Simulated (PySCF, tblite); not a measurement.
# C₃HF₃: deprotonation

Wanted: deprotonation for C₃HF₃ (`C#CC(F)(F)F`).

Programs: tblite 0.8.0 and PySCF 2.14.0, with routines of our own; each step states its level. All values are computed. Atoms count from 0.

## 1. The starting structure

7 atoms, charge 0, multiplicity 1; geometry from: start built from the parent or by distance geometry.

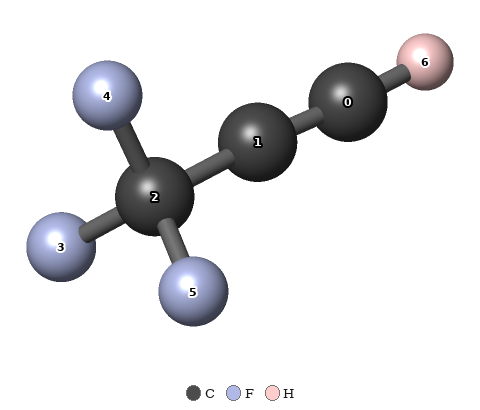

The starting geometry (carbon dark grey, fluorine light blue, hydrogen pink).

## 2. Optimising the geometry with GFN2-xTB

The job: settings as JSON, then the geometry in Å.

```
{"job": {"kind": "relax", "xc": "GFN2-xTB", "basis": "xTB"}, "charge": 0, "multiplicity": 1}
C      1.671300     0.425900    -0.206600
C      0.495700     0.135100    -0.005700
C     -0.870400    -0.245100     0.306300
F     -1.215000    -1.434300    -0.325000
F     -1.650100     0.813600    -0.159600
F     -1.100000    -0.410400     1.652600
H      2.675200     0.725100    -0.416500
```

Launch:

```console
$ OMP_NUM_THREADS=1 python redox_run.py task.json out
```

This one command runs all jobs of the session in turn.

Output:

```text
step      E/eV     max force
  0    -572.56921    3.352
  1    -572.51219    8.337
  2    -572.78563    0.893
  3    -572.81084    0.436
  4    -572.82150    0.267
  5    -572.82476    0.181
  6    -572.82868    0.119
  7    -572.82921    0.076
  8    -572.82933    0.042
  9    -572.82942    0.040
 10    -572.82958    0.061
 11    -572.82976    0.067
 12    -572.82997    0.055
 13    -572.83019    0.046
 14    -572.83041    0.052
 15    -572.83057    0.049
 16    -572.83065    0.030
 17    -572.83068    0.019
 18    -572.83071    0.022
 19    -572.83074    0.023
 20    -572.83075    0.013
 21    -572.83076    0.006
```

It took 0.06 s on 1 thread of Arm Neoverse V2, shared host.

Along the way: (the energy doesn't fall at every step)

```tsv
step	energy from step 0 (eV)	largest force (eV/Å)
0	0.0000	3.3524
1	0.0570	8.3372
2	-0.2164	0.8932
3	-0.2416	0.4355
4	-0.2523	0.2670
5	-0.2555	0.1810
6	-0.2595	0.1186
7	-0.2600	0.0758
8	-0.2601	0.0418
9	-0.2602	0.0401
10	-0.2604	0.0615
11	-0.2605	0.0668
12	-0.2608	0.0551
13	-0.2610	0.0456
14	-0.2612	0.0518
15	-0.2614	0.0493
16	-0.2614	0.0297
17	-0.2615	0.0187
18	-0.2615	0.0216
19	-0.2615	0.0229
20	-0.2615	0.0130
21	-0.2616	0.0063
```

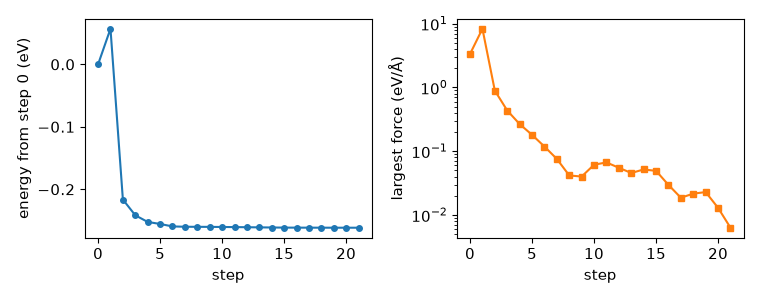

Energy and force, step by step.

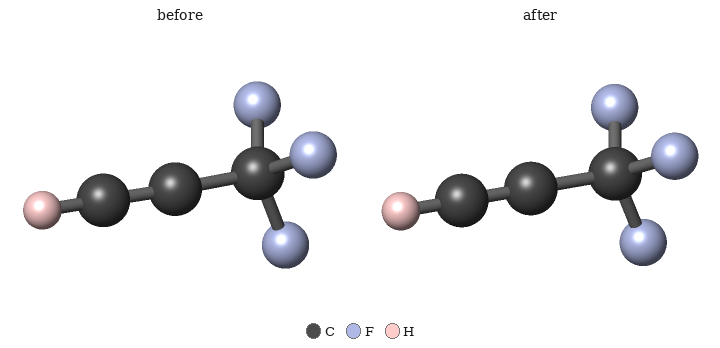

The geometry before (left) and after (right).

Distances of close pairs at the start and the end, largest changes first:

```tsv
bond	before (Å)	after (Å)	change (Å)
C2–F4	1.395	1.341	-0.054
C2–F3	1.390	1.341	-0.048
C2–F5	1.376	1.341	-0.034
C0–C1	1.228	1.196	-0.032
C0–H6	1.068	1.051	-0.018
C1–C2	1.452	1.458	+0.006
```

The final coordinates are the input of the step that follows.

## 3. Vibrational analysis with GFN2-xTB

The job: settings as JSON, then the geometry in Å.

```
{"job": {"kind": "ir", "xc": "GFN2-xTB", "basis": "xTB"}, "charge": 0, "multiplicity": 1}
C      1.667073     0.432221    -0.208865
C      0.529940     0.137444     0.015864
C     -0.856501    -0.220140     0.290478
F     -1.209212    -1.362882    -0.317019
F     -1.710472     0.724781    -0.130360
F     -1.080720    -0.390689     1.601946
H      2.666559     0.689074    -0.406608
```

Output:

```text
mode    cm-1     km/mol
  1     153.1      0.01
  2     153.3      0.01
  3     406.0      4.52
  4     406.3      4.52
  5     493.0     41.05
  6     537.0      2.22
  7     537.2      2.23
  8     693.3     15.88
  9     693.4     15.93
 10     767.5      0.19
 11    1042.8    353.53
 12    1042.9    353.66
 13    1167.9    267.07
 14    2282.9     25.71
 15    3381.6     25.52
ZPE 82.291  H(298)-E 99.844  G(298)-E 7.936 kJ/mol  S 308.26 J/(mol K)
```

Wall time 0.11 s (1 thread of Arm Neoverse V2, shared host).

The strongest bands and the atoms that carry them (share of the mass-weighted mode):

```tsv
cm⁻¹	km/mol	atoms
493	41.0	C0 23 %, C1 19 %, F4 17 %, F5 17 %
693	15.9	H6 79 %, C0 12 %
693	15.9	H6 79 %, C0 12 %
1043	353.5	C2 74 %, F5 13 %, F4 11 %
1043	353.7	C2 74 %, F3 16 %
1168	267.1	C2 78 %
2283	25.7	C1 58 %, C0 32 %
3382	25.5	H6 86 %, C0 13 %
```

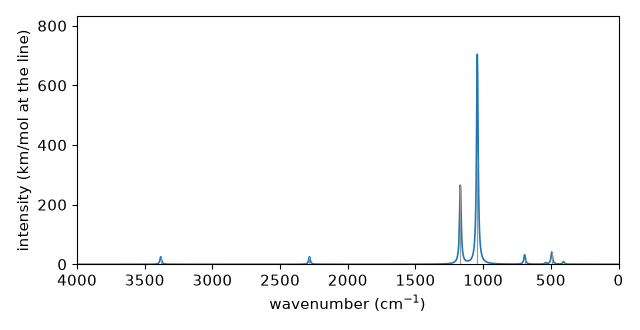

The infrared spectrum from these modes, unscaled. Lines are broadened to a width of 14 cm⁻¹ (Lorentzian).

## 4. Relaxing the molecule at PBE0-D3(BJ)/ma-def2-SVP

The job, as its differences from that of step 3:

```diff
@@ -1,2 +1,2 @@
-{"job": {"kind": "ir", "xc": "GFN2-xTB", "basis": "xTB"}, "charge": 0, "multiplicity": 1}
+{"job": {"xc": "PBE0", "basis": "ma-def2-SVP", "d3": "d3bj", "grid": 1, "kind": "geom"}, "charge": 0, "multiplicity": 1}
 C      1.667073     0.432221    -0.208865
```

Output:

```text
step   0  E = -413.65596792  max force = 0.020004
step   1  E = -413.65670722  max force = 0.005907
step   2  E = -413.65682933  max force = 0.004621
step   3  E = -413.65689112  max force = 0.002640
step   4  E = -413.65691268  max force = 0.002203
step   5  E = -413.65694315  max force = 0.003619
step   6  E = -413.65696694  max force = 0.001477
step   7  E = -413.65699542  max force = 0.000427
step   8  E = -413.65700773  max force = 0.000469
step   9  E = -413.65700872  max force = 0.000201
optimisation converged
```

Wall time 35 s (1 thread of Arm Neoverse V2, shared host).

The steps of the relaxation:

```tsv
step	energy from step 0 (eV)	largest force component (eV/Å)
0	0.0000	1.0286
1	-0.0201	0.3038
2	-0.0234	0.2376
3	-0.0251	0.1358
4	-0.0257	0.1133
5	-0.0265	0.1861
6	-0.0272	0.0760
7	-0.0280	0.0220
8	-0.0283	0.0241
9	-0.0283	0.0103
```

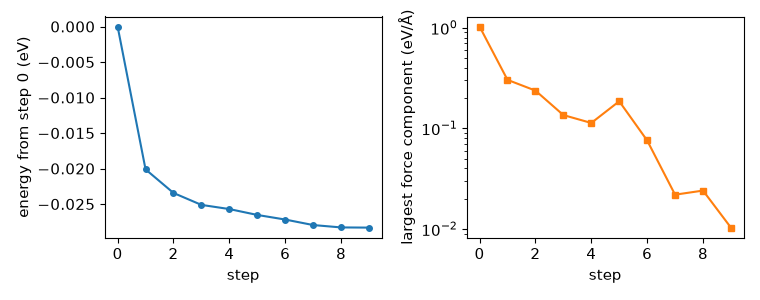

Energy and force, step by step.

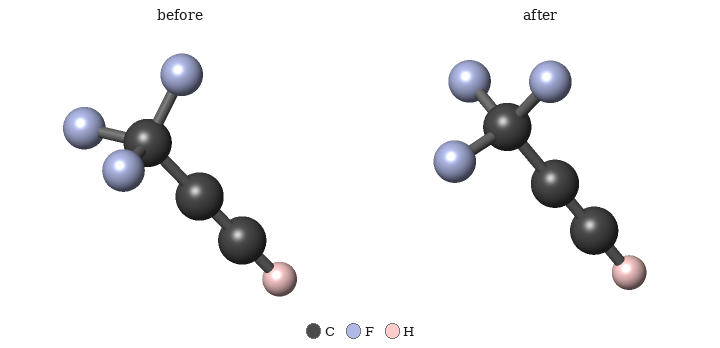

Before and after, at one scale.

Close pairs (by a distance rule), those that changed most:

```tsv
bond	before (Å)	after (Å)	change (Å)
C0–H6	1.051	1.076	+0.025
C0–C1	1.196	1.207	+0.011
C1–C2	1.458	1.466	+0.008
C2–F4	1.341	1.335	-0.006
C2–F3	1.341	1.335	-0.006
C2–F5	1.341	1.336	-0.006
```

The final coordinates are the input of the step that follows.

```tsv
at the end point	value
point group (found at 0.08 Å tolerance)	C3v
rotational constants (GHz, main isotopes)	5.725, 2.871, 2.870
dipole moment (D)	2.54
```

## 5. Harmonic vibrations (C3HF3): PBE0-D3(BJ)/ma-def2-SVP

The job: settings as JSON, then the geometry in Å.

```
{"job": {"xc": "PBE0", "basis": "ma-def2-SVP", "d3": "d3bj", "grid": 2, "kind": "hessian"}, "charge": 0, "multiplicity": 1}
C      1.695964     0.318899    -0.196102
C      0.528755     0.100217     0.018798
C     -0.888207    -0.165107     0.285680
F     -1.466254    -0.787696    -0.744303
F     -1.560541     0.967785     0.502595
F     -1.040486    -0.938083     1.364074
H      2.737150     0.513186    -0.385222
```

Output:

```text
coarse grid: 7136 points
cycle   1  E = -413.4694088685  dE =  9.896e-01  |g| = 8.404e-01  |ddm| = 4.020e+00
cycle   2  E = -413.3505267540  dE =  1.189e-01  |g| = 1.214e+00  |ddm| = 1.948e+00
cycle   3  E = -413.5919856926  dE = -2.415e-01  |g| = 1.677e-01  |ddm| = 1.088e+00
cycle   4  E = -413.5977023377  dE = -5.717e-03  |g| = 7.473e-02  |ddm| = 2.072e-01
cycle   5  E = -413.5990295172  dE = -1.327e-03  |g| = 1.746e-02  |ddm| = 7.639e-02
cycle   6  E = -413.5990958974  dE = -6.638e-05  |g| = 1.954e-03  |ddm| = 2.750e-02
cycle   7  E = -413.5990968907  dE = -9.934e-07  |g| = 1.422e-04  |ddm| = 4.058e-03
final grid: 73808 points
cycle   8  E = -413.6569055786  dE = -2.299e-05  |g| = 5.175e-03  |ddm| = 5.080e-02
cycle   9  E = -413.6569024123  dE =  3.166e-06  |g| = 7.005e-03  |ddm| = 1.344e-02
cycle  10  E = -413.6569106644  dE = -8.252e-06  |g| = 3.641e-04  |ddm| = 5.877e-03
cycle  11  E = -413.6569106914  dE = -2.698e-08  |g| = 1.528e-04  |ddm| = 1.063e-03
cycle  12  E = -413.6569106933  dE = -1.964e-09  |g| = 1.242e-04  |ddm| = 2.787e-04
cycle  13  E = -413.6569106972  dE = -3.916e-09  |g| = 1.086e-05  |ddm| = 1.119e-04
cycle  14  E = -413.6569106972  dE = -1.717e-11  |g| = 5.354e-06  |ddm| = 1.875e-05
converged SCF energy = -413.6569106972

mode    cm-1
  1     180.7
  2     181.1
  3     462.1
  4     462.5
  5     546.8
  6     624.6
  7     624.8
  8     741.1
  9     741.4
 10     830.5
 11    1197.8
 12    1198.8
 13    1276.9
 14    2274.2
 15    3475.1
ZPE 88.634  H(298)-E 105.076  G(298)-E 15.206 kJ/mol  S 301.42 J/(mol K)
```

It took 2 min on 1 thread of Arm Neoverse V2, shared host; peak memory 1.6 GiB.

Zero-point energy 88.63 kJ/mol (xTB gave 82.29).

## 6. Single point (C₃HF₃): wB97X-D3(BJ)/ma-def2-TZVP

Geometry: PBE0-D3(BJ)/ma-def2-SVP.

The job, as its differences from that of step 5:

```diff
@@ -1,2 +1,2 @@
-{"job": {"xc": "PBE0", "basis": "ma-def2-SVP", "d3": "d3bj", "grid": 2, "kind": "hessian"}, "charge": 0, "multiplicity": 1}
+{"job": {"kind": "sp", "xc": "wB97X", "basis": "ma-def2-TZVP", "d3": "d3bj", "grid": 2}, "charge": 0, "multiplicity": 1}
 C      1.695964     0.318899    -0.196102
```

Output:

```text
coarse grid: 7136 points
cycle   1  E = -414.4260731255  dE =  1.147e+00  |g| = 1.017e+00  |ddm| = 2.516e+00
cycle   2  E = -414.4203854374  dE =  5.688e-03  |g| = 1.148e+00  |ddm| = 2.623e+00
cycle   3  E = -414.6078684633  dE = -1.875e-01  |g| = 9.107e-02  |ddm| = 1.326e+00
cycle   4  E = -414.6091135530  dE = -1.245e-03  |g| = 4.892e-02  |ddm| = 1.260e-01
cycle   5  E = -414.6096410062  dE = -5.275e-04  |g| = 1.388e-02  |ddm| = 9.548e-02
cycle   6  E = -414.6096806217  dE = -3.962e-05  |g| = 2.230e-03  |ddm| = 1.703e-02
cycle   7  E = -414.6096820334  dE = -1.412e-06  |g| = 3.798e-04  |ddm| = 5.276e-03
final grid: 73808 points
cycle   8  E = -414.6135055818  dE = -6.657e-05  |g| = 6.699e-03  |ddm| = 1.154e-01
cycle   9  E = -414.6135059483  dE = -3.665e-07  |g| = 6.236e-03  |ddm| = 7.949e-03
cycle  10  E = -414.6135106714  dE = -4.723e-06  |g| = 5.850e-04  |ddm| = 4.733e-03
cycle  11  E = -414.6135107172  dE = -4.574e-08  |g| = 2.807e-04  |ddm| = 1.314e-03
cycle  12  E = -414.6135107332  dE = -1.605e-08  |g| = 7.783e-05  |ddm| = 4.571e-04
cycle  13  E = -414.6135107346  dE = -1.379e-09  |g| = 1.162e-05  |ddm| = 7.455e-05
converged SCF energy = -414.6135107346
```

Wall time 9.9 s (1 thread of Arm Neoverse V2, shared host); peak memory 0.68 GiB.

(Part 1 of 2 ends here.)
